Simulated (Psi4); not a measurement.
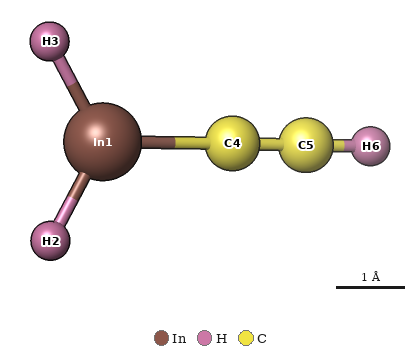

*The structure (ball-and-stick view, seen at an oblique angle; atoms are numbered from 1 in the order of the input). Sticks mark near contacts.*

Bond lengths as drawn: C–C 1.21 Å, C–H 1.06 Å, C–In 2.13 Å and H–In 1.72 Å.

Run report: C2H3In, single-point calculation (part 1 of 2)

- system: C2H3In (InH2(CCH)), multiplicity 3, SMILES [H][In]([H])[C]#C
- method: r2SCAN/def2-QZVPP, UKS, core potentials def2 (Psi4 1.11)

The geometry is that of the parent species in another charge or spin state. The geometry comes from this level: GFN2-xTB.

The program's output
```
=> Loading Basis Set <=

    Name: DEF2-QZVPP
    Role: ORBITAL
    Keyword: BASIS

    !!!  WARNING: ECP capability is in beta. Please check occupations closely.  !!!

         ---------------------------------------------------------
                                   SCF
                              UKS Reference
                        1 Threads,   1525 MiB Core
         ---------------------------------------------------------

  ==> Geometry <==

    Molecular point group: c1
    Full point group: C1

    Geometry (in Bohr), charge = 0, multiplicity = 3:

       Center              X                  Y                   Z               Mass
    ------------   -----------------  -----------------  -----------------  -----------------
         IN           0.456128759985     0.787765934093    -0.000600813348   114.903878776000
         H            3.707024609985     0.793642984093     0.050648556652     1.007825032230
         H           -1.139707160015     3.621448054093    -0.086507763348     1.007825032230
         C           -1.573040250015    -2.697115805907     0.007959646652    12.000000000000
         C           -2.699676070015    -4.678569235907     0.001515676652    12.000000000000
         H           -3.696846750015    -6.408632405907    -0.008462073348     1.007825032230

  Running in c1 symmetry.

  Rotational constants: A =      3.79107  B =      0.09546  C =      0.09311 [cm^-1]
  Rotational constants: A = 113653.54328  B =   2861.77992  C =   2791.50122 [MHz]
  Nuclear repulsion =   90.539859997119393

  Charge       = 0
  Multiplicity = 3
  Electrons    = 36
  Nalpha       = 19
  Nbeta        = 17

  ==> Algorithm <==

  SCF Algorithm Type is DF.
  DIIS enabled.
  MOM disabled.
  Fractional occupation disabled.
  Guess Type is SAD.
  Energy threshold   = 1.00e-06
  Density threshold  = 1.00e-06
  Integral threshold = 1.00e-12

  ==> Primary Basis <==

  Basis Set: DEF2-QZVPP
    Blend: DEF2-QZVPP
    Number of shells: 86
    Number of basis functions: 286
    Number of Cartesian functions: 353
    Spherical Harmonics?: true
    Max angular momentum: 4

  Core potential: DEF2-QZVPP
    Number of shells: 4
    Number of ECP primitives: 18
    Number of ECP core electrons: 28
    Max angular momentum: 3

  ==> DFT Potential <==

   => LibXC <=

    Version 7.1.2

   => Composite Functional: R2SCAN <=

    r2SCAN Meta-GGA XC Functional  (0.1021/acs.jpclett.0c02405)

    Deriv               =              1
    GGA                 =           TRUE
    Meta                =           TRUE

    Exchange Hybrid     =          FALSE
    MP2 Hybrid          =          FALSE

   => Exchange Functionals <=

    1.0000   XC_MGGA_X_R2SCAN

   => Correlation Functionals <=

    1.0000   XC_MGGA_C_R2SCAN

   => LibXC Density Thresholds  <==

    XC_MGGA_C_R2SCAN:  1.00E-15
    XC_MGGA_X_R2SCAN:  1.00E-11

   => Molecular Quadrature <=

    Radial Scheme          =       TREUTLER
    Pruning Scheme         =           NONE
    Nuclear Scheme         =       TREUTLER

    Blocking Scheme        =         OCTREE
    BS radius alpha        =              1
    Pruning alpha          =              1
    Radial Points          =             99
    Spherical Points       =            590
    Total Points           =         337631
    Total Blocks           =           2490
    Max Points             =            256
    Max Functions          =            257
    Weights Tolerance      =       1.00E-15

   => Loading Basis Set <=

    Name: (DEF2-QZVPP AUX)
    Role: JKFIT
    Keyword: DF_BASIS_SCF

  ==> Integral Setup <==

  DFHelper Memory: AOs need 0.256 GiB; user supplied 0.256 GiB.
  SCF_SUBTYPE=INCORE selected. In-core MEM_DF algorithm will be used.
  Using in-core AOs.

  ==> MemDFJK: Density-Fitted J/K Matrices <==

    J tasked:                   Yes
    K tasked:                    No
    wK tasked:                   No
    Memory [MiB]:               261
    Algorithm:                 Core
    Schwarz Cutoff:           1E-12
    Mask sparsity (%):       9.0909
    Fitting Condition:        1E-10

   => Auxiliary Basis Set <=

  Basis Set: (DEF2-QZVPP AUX)
    Blend: DEF2-UNIVERSAL-JKFIT
    Number of shells: 114
    Number of basis functions: 422
    Number of Cartesian functions: 547
    Spherical Harmonics?: true
    Max angular momentum: 5

  Cached 16.7% of DFT collocation blocks in 0.778 [GiB].

  Minimum eigenvalue in the overlap matrix is 2.5752890617E-05.
  Reciprocal condition number of the overlap matrix is 3.5719810204E-06.
    Using symmetric orthogonalization.

  ==> Pre-Iterations <==

  SCF Guess: Superposition of Atomic Densities via on-the-fly atomic UHF (no occupation information).

   -------------------------
    Irrep   Nso     Nmo
   -------------------------
     A        286     286
   -------------------------
    Total     286     286
   -------------------------

  ==> Iterations <==

                           Total Energy        Delta E     RMS |[F,P]|

   @DF-UKS iter SAD:  -266.80496030331796   -2.66805e+02   0.00000e+00
   @DF-UKS iter   1:  -267.26782417187115   -4.62864e-01   3.92246e-03 DIIS/ADIIS
   @DF-UKS iter   2:  -261.77283602300730    5.49499e+00   7.72704e-03 DIIS/ADIIS
   @DF-UKS iter   3:  -267.27472259775010   -5.50189e+00   3.39162e-03 DIIS/ADIIS
   @DF-UKS iter   4:  -267.89321785894430   -6.18495e-01   1.18989e-03 DIIS/ADIIS
   @DF-UKS iter   5:  -267.92416315791309   -3.09453e-02   9.52094e-04 DIIS/ADIIS
   @DF-UKS iter   6:  -267.94683793118548   -2.26748e-02   4.04572e-04 DIIS/ADIIS
   @DF-UKS iter   7:  -267.95921173860830   -1.23738e-02   6.08835e-05 DIIS
   @DF-UKS iter   8:  -267.95881050670948    4.01232e-04   8.97997e-05 DIIS
   @DF-UKS iter   9:  -267.95925828199455   -4.47775e-04   5.12951e-05 DIIS
   @DF-UKS iter  10:  -267.95943268323879   -1.74401e-04   1.69512e-05 DIIS
   @DF-UKS iter  11:  -267.95945849218754   -2.58089e-05   2.77179e-06 DIIS
   @DF-UKS iter  12:  -267.95945858437739   -9.21899e-08   3.56398e-06 DIIS
   @DF-UKS iter  13:  -267.95945923118410   -6.46807e-07   1.75602e-06 DIIS
   @DF-UKS iter  14:  -267.95945945511949   -2.23935e-07   5.57506e-07 DIIS
  Energy and wave function converged.

  ==> Post-Iterations <==

   Electrons on quadrature grid:
      Nalpha   =   19.0000000946 ; deviation = 9.459e-08
      Nbeta    =   16.9999998546 ; deviation = -1.454e-07
      Ntotal   =   35.9999999492 ; deviation = -5.081e-08

   @Spin Contamination Metric:   1.517735700E-02
   @S^2 Expected:                2.000000000E+00
   @S^2 Observed:                2.015177357E+00
   @S   Expected:                1.000000000E+00
   @S   Observed:                1.000000000E+00

    Orbital Energies [Eh]
    ---------------------

    Alpha Occupied:

       1A    -10.077072     2A    -10.074763     3A     -4.612265
       4A     -3.015905     5A     -3.013332     6A     -3.012480
       7A     -0.761301     8A     -0.718013     9A     -0.716655
      10A     -0.709859    11A     -0.707734    12A     -0.705038
      13A     -0.542007    14A     -0.443538    15A     -0.339650
      16A     -0.330995    17A     -0.307283    18A     -0.300885
      19A     -0.122893

    Alpha Virtual:

      20A     -0.049773    21A     -0.039419    22A     -0.004566
      23A      0.018517    24A      0.028813    25A      0.046158
      26A      0.056297    27A      0.073485    28A      0.086431
      29A      0.086999    30A      0.088331    31A      0.122199
      32A      0.128059    33A      0.175312    34A      0.177573
      35A      0.202552    36A      0.211973    37A      0.221438
      38A      0.241103    39A      0.257372    40A      0.260249
      41A      0.277176    42A      0.292559    43A      0.304593
      44A      0.339122    45A      0.347536    46A      0.354277
      47A      0.370062    48A      0.393609    49A      0.422387
      50A      0.440404    51A      0.450902    52A      0.451569
      53A      0.467786    54A      0.480761    55A      0.483827
      56A      0.485727    57A      0.530446    58A      0.535259
      59A      0.551968    60A      0.606325    61A      0.612697
      62A      0.626326    63A      0.680515    64A      0.689068
      65A      0.736395    66A      0.741308    67A      0.744260
      68A      0.761140    69A      0.773947    70A      0.788278
      71A      0.801115    72A      0.854456    73A      0.867283
      74A      0.900856    75A      0.924945    76A      0.942696
      77A      0.944441    78A      0.964043    79A      0.984514
      80A      1.035663    81A      1.060576    82A      1.074297
      83A      1.109427    84A      1.148090    85A      1.154618
      86A      1.155539    87A      1.184180    88A      1.191213
      89A      1.243623    90A      1.258637    91A      1.259986
      92A      1.260383    93A      1.294684    94A      1.371952
      95A      1.373983    96A      1.410339    97A      1.412121
      98A      1.419845    99A      1.452782   100A      1.460434
     101A      1.473630   102A      1.517621   103A      1.570077
     104A      1.574039   105A      1.592666   106A      1.617476
     107A      1.630587   108A      1.645760   109A      1.666028
     110A      1.683813   111A      1.729511   112A      1.733357
     113A      1.743098   114A      1.745600   115A      1.822550
     116A      1.824868   117A      1.886231   118A      1.908726
     119A      1.913916   120A      1.983614   121A      1.997086
     122A      2.000435   123A      2.010731   124A      2.031825
     125A      2.039616   126A      2.055561   127A      2.059806
     128A      2.081841   129A      2.118398   130A      2.139191
     131A      2.207401   132A      2.254032   133A      2.266537
     134A      2.355499   135A      2.366502   136A      2.378284
     137A      2.386173   138A      2.409952   139A      2.447346
     140A      2.502236   141A      2.511890   142A      2.549619
     143A      2.594715   144A      2.620582   145A      2.636453
     146A      2.653380   147A      2.696137   148A      2.705004
     149A      2.718950   150A      2.728409   151A      2.790864
     152A      2.800079   153A      2.822629   154A      2.884421
     155A      2.888408   156A      2.906251   157A      2.930728
     158A      2.995470   159A      3.020857   160A      3.161038
     161A      3.173734   162A      3.197133   163A      3.265915
     164A      3.287369   165A      3.308991   166A      3.377883
     167A      3.403846   168A      3.489192   169A      3.537647
     170A      3.587752   171A      3.839779   172A      3.931362
     173A      3.975563   174A      4.057307   175A      4.540400
     176A      4.551586   177A      4.582069   178A      4.585495
     179A      4.685035   180A      4.793448   181A      4.793486
     182A      5.075698   183A      5.190673   184A      5.193888
     185A      5.193949   186A      5.211134   187A      5.417933
     188A      5.423355   189A      5.499768   190A      5.506808
     191A      5.661297   192A      5.664829   193A      5.680680
     194A      5.737517   195A      5.752218   196A      5.802744
     197A      5.813135   198A      5.952830   199A      5.967322
     200A      5.968803   201A      5.988078   202A      5.991185
     203A      5.996102   204A      6.006506   205A      6.008612
     206A      6.015941   207A      6.059001   208A      6.075217
     209A      6.094097   210A      6.094818   211A      6.163471
     212A      6.174832   213A      6.176943   214A      6.188092
     215A      6.213749   216A      6.216899   217A      6.235896
     218A      6.244892   219A      6.247969   220A      6.307449
     221A      6.336150   222A      6.442040   223A      6.491675
```
